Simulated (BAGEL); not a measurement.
# HF/6-31G(d) (density fitting with qzvpp-jkfit, spherical functions) run of C2H4F2O (SMILES FCOCF)

What is the vertical singlet–triplet gap of C2H4F2O at HF/6-31G* (density fitting with qzvpp-jkfit, spherical functions)? 

Program for the calculation: BAGEL 1.2.2.

1 further run of the same task is left out (it didn't finish).

### 1 Starting point

The species is C2H4F2O (9 atoms), meant as a singlet with charge 0. SMILES: `FCOCF`. The coordinates come from a PBE0-D4/def2-TZVP relaxation. This is one conformer, not always the lowest.

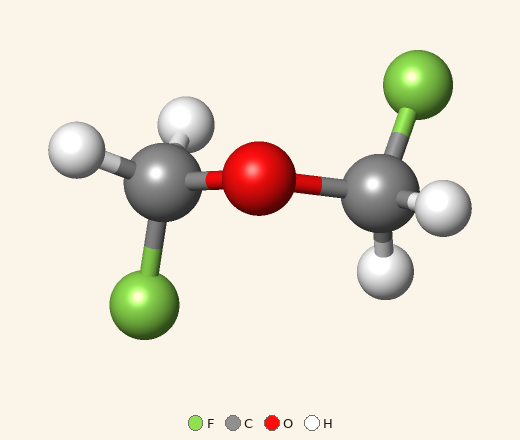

Viewed from a chosen angle; fluorine green, carbon grey, oxygen red, hydrogen white.

### 2 A single-point energy at HF/6-31G(d) (density fitting with qzvpp-jkfit, spherical functions)

calc.json

```json
{ "bagel" : [

{
  "title" : "molecule",
  "basis" : "6-31gs.json",
  "df_basis" : "qzvpp-jkfit",
  "angstrom" : true,
  "geometry" : [
    { "atom" : "F", "xyz" : [       1.150500,      -1.073900,      -1.107000 ] },
    { "atom" : "C", "xyz" : [       0.920600,       0.217600,      -0.694100 ] },
    { "atom" : "O", "xyz" : [      -0.432800,       0.435200,      -0.525300 ] },
    { "atom" : "C", "xyz" : [      -0.977300,      -0.151800,       0.599900 ] },
    { "atom" : "F", "xyz" : [      -0.601400,       0.536800,       1.729500 ] },
    { "atom" : "H", "xyz" : [       1.477000,       0.366000,       0.236200 ] },
    { "atom" : "H", "xyz" : [       1.255700,       0.893500,      -1.480700 ] },
    { "atom" : "H", "xyz" : [      -0.643100,      -1.186400,       0.722800 ] },
    { "atom" : "H", "xyz" : [      -2.060700,      -0.083300,       0.501700 ] }
  ]
},

{
  "title" : "hf",
  "charge" : 0
},

{
  "title" : "print",
  "file" : "orbitals.molden",
  "orbitals" : true
}

]}
```

The basis set 6-31G* is read from a file made from the Basis Set Exchange's data (not shown).

Run with:

```console
$ BAGEL_NUM_THREADS=1 BAGEL calc.json > calc.out
```

Output:

```text
* using 1 threads per process

  ===============================================================
  ===============================================================

  *** Geometry ***

  { "atom" : "F", "xyz" : [      2.174130,     -2.029377,     -2.091927 ] },
  { "atom" : "C", "xyz" : [      1.739682,      0.411204,     -1.311659 ] },
  { "atom" : "O", "xyz" : [     -0.817873,      0.822409,     -0.992673 ] },
  { "atom" : "C", "xyz" : [     -1.846829,     -0.286860,      1.133647 ] },
  { "atom" : "F", "xyz" : [     -1.136481,      1.014405,      3.268281 ] },
  { "atom" : "H", "xyz" : [      2.791125,      0.691640,      0.446353 ] },
  { "atom" : "H", "xyz" : [      2.372929,      1.688470,     -2.798117 ] },
  { "atom" : "H", "xyz" : [     -1.215283,     -2.241971,      1.365894 ] },
  { "atom" : "H", "xyz" : [     -3.894159,     -0.157414,      0.948076 ] },

  Number of auxiliary basis functions:      453

  Since a DF basis is specified, we compute 2- and 3-index integrals:
    o Being stored without compression. Storage requirement is 0.022 GB

  Number of basis functions:       78
  Number of electrons      :       42

    * METHOD: MOLECULE                             0.17

  *** RHF ***

  === Nuclear Repulsion ===
   193.0903871384

      * DIIS with orbital gradients will be used.

  === RHF iteration (6-31gs.json) ===
      0       -351.55657439          0.02219494           0.05
      1       -351.71492802          0.01306936           0.05
      2       -351.78109294          0.00148213           0.05
      3       -351.78253612          0.00022505           0.05
      4       -351.78257762          0.00009936           0.05
      5       -351.78258474          0.00002838           0.05
      6       -351.78258544          0.00000897           0.05
      7       -351.78258550          0.00000210           0.05
      8       -351.78258550          0.00000077           0.05
      9       -351.78258550          0.00000025           0.05
     10       -351.78258550          0.00000006           0.05
     11       -351.78258550          0.00000003           0.05
     12       -351.78258550          0.00000001           0.05
    * SCF iteration converged.

    * Permanent dipole moment:
           (    0.004743,    -0.005122,     0.006296) a.u.

    * METHOD: HF                                   0.76

    * METHOD: PRINT                                0.01

  ===============================================================
```

Wall time 1.1 s (1 thread of Arm Neoverse V2, shared host).

### 3 The triplet at the same level

calc.json

```json
{ "bagel": [

{
  "title": "molecule",
  "basis": "6-31gs.json",
  "df_basis": "qzvpp-jkfit",
  "angstrom": true,
  "geometry": [
    { "atom": "F", "xyz": [    1.150500,   -1.073900,   -1.107000 ] },
    { "atom": "C", "xyz": [    0.920600,    0.217600,   -0.694100 ] },
    { "atom": "O", "xyz": [   -0.432800,    0.435200,   -0.525300 ] },
    { "atom": "C", "xyz": [   -0.977300,   -0.151800,    0.599900 ] },
    { "atom": "F", "xyz": [   -0.601400,    0.536800,    1.729500 ] },
    { "atom": "H", "xyz": [    1.477000,    0.366000,    0.236200 ] },
    { "atom": "H", "xyz": [    1.255700,    0.893500,   -1.480700 ] },
    { "atom": "H", "xyz": [   -0.643100,   -1.186400,    0.722800 ] },
    { "atom": "H", "xyz": [   -2.060700,   -0.083300,    0.501700 ] }
  ]
},
{
  "title": "rohf",
  "nopen": 2
},
{
  "title": "print",
  "file": "orbitals.molden",
  "orbitals": true
}

]}
```

The basis set 6-31G* is read from a file made from the Basis Set Exchange's data (not shown).

Run with:

```console
$ BAGEL_NUM_THREADS=1 BAGEL calc.json > calc.out
```

Output:

```text
* using 1 threads per process

  ===============================================================
  ===============================================================

  *** Geometry ***

  { "atom" : "F", "xyz" : [      2.174130,     -2.029377,     -2.091927 ] },
  { "atom" : "C", "xyz" : [      1.739682,      0.411204,     -1.311659 ] },
  { "atom" : "O", "xyz" : [     -0.817873,      0.822409,     -0.992673 ] },
  { "atom" : "C", "xyz" : [     -1.846829,     -0.286860,      1.133647 ] },
  { "atom" : "F", "xyz" : [     -1.136481,      1.014405,      3.268281 ] },
  { "atom" : "H", "xyz" : [      2.791125,      0.691640,      0.446353 ] },
  { "atom" : "H", "xyz" : [      2.372929,      1.688470,     -2.798117 ] },
  { "atom" : "H", "xyz" : [     -1.215283,     -2.241971,      1.365894 ] },
  { "atom" : "H", "xyz" : [     -3.894159,     -0.157414,      0.948076 ] },

  Number of auxiliary basis functions:      453

  Since a DF basis is specified, we compute 2- and 3-index integrals:
    o Being stored without compression. Storage requirement is 0.022 GB

  Number of basis functions:       78
  Number of electrons      :       42

    * METHOD: MOLECULE                             0.17

  *** Open-shell HF ***

  === Nuclear Repulsion ===
   193.0903871384

      * DIIS with orbital gradients will be used.

  === ROHF iteration (6-31gs.json) ===
      0       -351.05440132          0.04198408           0.10
      1       -351.20649389          0.02931412           0.10
      2       -351.26572095          0.01861408           0.10
      3       -351.30904141          0.00232114           0.10
      4       -351.31790239          0.00223721           0.10
      5       -351.31970144          0.00206728           0.10
      6       -351.32914705          0.00168082           0.09
      7       -351.33415612          0.00086621           0.10
      8       -351.33585744          0.00073164           0.10
      9       -351.33621456          0.00036896           0.09
     10       -351.33665399          0.00021009           0.09
     11       -351.33701161          0.00021047           0.08
     12       -351.33700009          0.00017931           0.09
     13       -351.33707827          0.00018302           0.10
     14       -351.33709099          0.00017918           0.09
     15       -351.33703964          0.00016610           0.09
     16       -351.33699764          0.00015688           0.10
     17       -351.33698145          0.00014063           0.09
     18       -351.33694620          0.00009161           0.10
     19       -351.33696531          0.00005220           0.10
     20       -351.33699643          0.00003965           0.10
     21       -351.33699796          0.00002641           0.10
     22       -351.33700313          0.00002219           0.10
     23       -351.33700341          0.00001783           0.10
     24       -351.33700625          0.00001740           0.10
     25       -351.33700496          0.00001612           0.09
     26       -351.33700499          0.00001558           0.10
[... 48 lines of this table left out ...]
     75       -351.33700772          0.00000016           0.10
     76       -351.33700770          0.00000010           0.10
     77       -351.33700771          0.00000008           0.10
     78       -351.33700772          0.00000007           0.10
     79       -351.33700774          0.00000007           0.10
     80       -351.33700774          0.00000007           0.10
     81       -351.33700773          0.00000007           0.10
     82       -351.33700774          0.00000006           0.09
     83       -351.33700774          0.00000005           0.09
     84       -351.33700774          0.00000004           0.09
     85       -351.33700773          0.00000003           0.09
     86       -351.33700773          0.00000001           0.10
     87       -351.33700773          0.00000001           0.10
    * SCF iteration converged.

    * S^2 (ROHF) is 2.0000

    * Permanent dipole moment:
           (    0.385463,    -0.384098,     0.457058) a.u.

    * METHOD: ROHF                                 8.55

    * METHOD: PRINT                                0.01

  ===============================================================
```

Run time: 9 s. Hardware: 1 thread of Arm Neoverse V2, shared host.

### 4 What came out

At HF/6-31G* (density fitting with qzvpp-jkfit, spherical functions):

```
                                        quantity          value
                           singlet: total energy  -351.78259 Eh
                          singlet: dipole moment         0.02 D
                            singlet: HOMO energy      -13.60 eV
                            singlet: LUMO energy        6.57 eV
                          singlet: HOMO–LUMO gap       20.17 eV
                           triplet: total energy  -351.33701 Eh
                          triplet: dipole moment         1.81 D
                                   triplet: ⟨S²⟩          2.000
vertical energy of the triplet above the singlet      12.125 eV
```

**Reading.** At this shape the triplet lies 12.12 eV (280 kcal/mol) above the singlet.
